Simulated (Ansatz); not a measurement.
**SiH4O (silanol): BLYP/STO-3G**

Aim: the energy change on altering one bond length of SiH4O (silanol) at BLYP/STO-3G, from 2 runs. 

The results are computed with Ansatz 0.2.0.

47 further runs of the same task are left out: 47 set aside as unsound or not needed.

## 1. The molecule

SiH4O has 6 atoms, charge 0, and is taken as a singlet. SMILES: `O[SiH3]`. The coordinates come from a PBE0-D4/def2-TZVP relaxation.

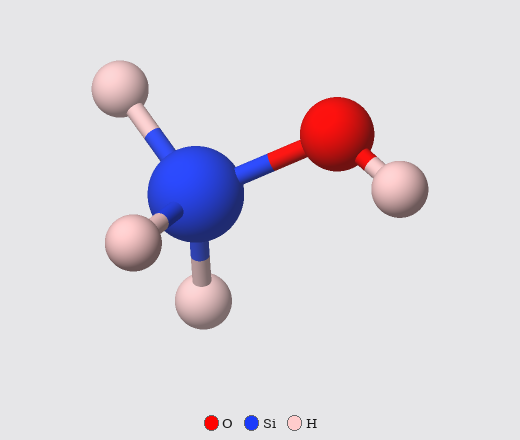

Viewed from a chosen angle; oxygen red, silicon blue, hydrogen pink.

## 2. A single-point energy at BLYP/STO-3G

File run.yaml:

```yaml
crystal:
  periodic: [false, false, false]
  atoms:
    - {symbol: O, position_ang: [0.636700, -1.030300, 0.419000]}
    - {symbol: Si, position_ang: [-0.035700, 0.346500, -0.187000]}
    - {symbol: H, position_ang: [0.069100, -1.629200, 0.904700]}
    - {symbol: H, position_ang: [-1.128300, 0.045700, -1.152800]}
    - {symbol: H, position_ang: [1.060500, 1.064900, -0.875600]}
    - {symbol: H, position_ang: [-0.602300, 1.202400, 0.891700]}
basis:
  gaussian:
    orbitals: STO-3G
hamiltonian:
  xc: {name: BLYP}
accuracy: high
```

Launch:

```bash
$ ansatz run run.yaml --threads 1 --pin off --max-ram 2610MiB --events-out events.jsonl --progress --plain --runs-dir runs
```

Output:

```text
Warning: RAYON_NUM_THREADS=1 ignored (pool sized by the plan → 1); use --threads N
Functional definition: BLYP
  name "BLYP"
  parameter beta = 0.0042
  parameter a = 0.04918
  parameter b = 0.132
  parameter c = 0.2533
  parameter d = 0.349
  exchange = b88_x(beta = beta)
  correlation = lyp_c(a = a, b = b, c = c, d = d)
314 factors; integrals over basis functions are off by at most 3.0e-8 eV
mean field evaluation 1: about -9865.4197 eV, gradient 2.4e1 eV
mean field evaluation 2: about -9863.9811 eV, gradient 3.4e1 eV
mean field evaluation 4: about -9867.3490 eV, gradient 8.6e-1 eV
mean field evaluation 8: about -9867.2981 eV, gradient 9.5e-4 eV
mean field evaluation 16: about -9867.2981 eV, gradient 8.7e-9 eV
mean field -9867.29810472 eV, -362.6165170537 hartree, gradient 8.7e-9 eV, S^2 0.000000; 0 other end points of the search recorded, 0 dependent functions left out
reference -9867.29814064 eV, -362.6165183735 hartree; 13, 13 occupied and 5, 5 virtual orbitals, 314 factors
Total energy: -9867.29814064 eV, -362.6165183735 hartree
```

Wall time 0.93 s (1 thread of Arm Neoverse V2, shared host); peak memory 0.093 GiB.

## 3. The distorted shape, same level

File molecule.yaml:

```yaml
crystal:
  periodic: [false, false, false]
  atoms:
    - symbol: O
      position_ang: [0.362682, -1.209879, 0.591130]
    - symbol: Si
      position_ang: [-0.309718, 0.166921, -0.014870]
    - symbol: H
      position_ang: [-0.204918, -1.808779, 1.076830]
    - symbol: H
      position_ang: [-1.402318, -0.133879, -0.980670]
    - symbol: H
      position_ang: [1.060500, 1.064900, -0.875600]
    - symbol: H
      position_ang: [-0.876318, 1.022821, 1.063830]
basis:
  gaussian:
    orbitals: STO-3G
magnetization:
  spin_polarized: false
  initial_magnetization: 0
hamiltonian:
  xc: {name: BLYP}
accuracy: high
```

Launch:

```bash
$ ansatz run molecule.yaml --threads 1 --pin off --max-ram 2610MiB --events-out events.jsonl --progress --plain --runs-dir runs
```

Output (excerpt; [...] marks lines left out):

```text
Warning: RAYON_NUM_THREADS=1 ignored (pool sized by the plan → 1); use --threads N
[... 9 set-up lines as earlier in the session ...]
314 factors; integrals over basis functions are off by at most 3.0e-8 eV
mean field evaluation 1: about -9863.7959 eV, gradient 2.6e1 eV
mean field evaluation 2: about -9861.0852 eV, gradient 3.9e1 eV
mean field evaluation 4: about -9866.2030 eV, gradient 1.5e0 eV
mean field evaluation 8: about -9866.1430 eV, gradient 2.1e-2 eV
mean field evaluation 16: about -9866.1430 eV, gradient 5.4e-9 eV
mean field -9866.14296501 eV, -362.5740664524 hartree, gradient 1.0e-8 eV, S^2 0.000000; 0 other end points of the search recorded, 0 dependent functions left out
reference -9866.14300164 eV, -362.5740677983 hartree; 13, 13 occupied and 5, 5 virtual orbitals, 314 factors
Total energy: -9866.14300164 eV, -362.5740677983 hartree
```

Run time: 0.91 s. Hardware: 1 thread of Arm Neoverse V2, shared host; peak memory 0.092 GiB.

## 4. Outcome

Level: BLYP/STO-3G.

| quantity | value |
| --- | --- |
| first shape: total energy | -362.61652 Eh |
| distorted shape: total energy | -362.57407 Eh |
| energy change with the Si2–H5 bond stretched from 1.481 to 1.851 Å | 1.155 eV |

With the Si2–H5 bond stretched from 1.481 to 1.851 Å the energy rises by 1.16 eV (27 kcal/mol). The first shape isn't relaxed at this level, so the change isn't measured from a minimum. The minimal basis adds a large error of its own.
